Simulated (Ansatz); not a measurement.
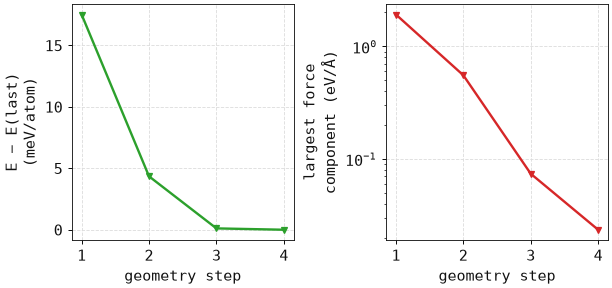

History of a geometry optimisation. Only the atoms move.

System: KCa$_{26}$O$_{27}$ (defect cell, 54 atoms in the cell, total charge −1).
Method: Ansatz 0.2.0, DFT, PBE, plane-wave PAW, default files, scalar-relativistic; cutoff 420 eV, 2×2×2 k-mesh, Fermi–Dirac smearing of 0.01 eV.

### How did it end, and what did it gain?

The optimisation met its thresholds at geometry 4, counting the start as the first. The energy fell by about 18 meV/atom from the first step to the last. The largest force component goes from about 1.9 eV/Å at the start to 0.024 eV/Å at the end.
